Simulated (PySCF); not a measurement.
Molecule: SMILES CC([SiH2][Si](F)(F)F)(C)C. Atoms near the plane z = 0.6 Å, at the GFN2-xTB optimised geometry (x, y, z in Å): C2 (-0.2, -0.1, 0.0), C3 (1.4, -0.1, 0.0), C4 (-0.7, 1.3, 0.0), Si5 (-0.8, -1.1, 1.5), H13 (1.8, -1.1, 0.0), H15 (1.8, 0.4, 0.9), H16 (-0.3, 1.9, 0.9), H18 (-1.8, 1.4, 0.0), H19 (-2.3, -1.0, 1.6), H20 (-0.4, -2.5, 1.5).

Level of theory: CAM-B3LYP/def2-SVP in PySCF. The values are rescaled to run from 0 to 1.

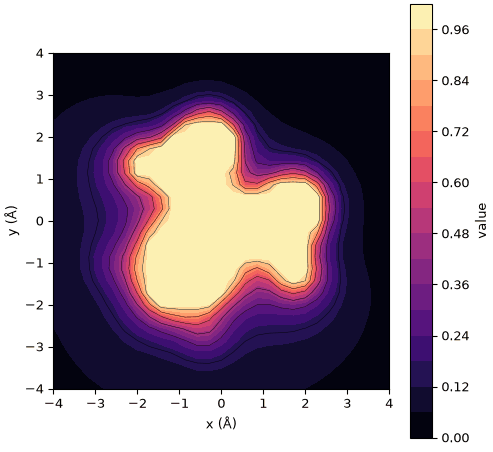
Fig. 1. a field on the plane z = 0.6 Å.

### Question
Which quantity is mapped?
A) electron localisation function
B) log10 of the electron density
C) electrostatic potential
D) Laplacian of the electron density

### Answer
C, electrostatic potential. In full: electrostatic potential (hartree/e), clipped to [-0.08, 0.12].
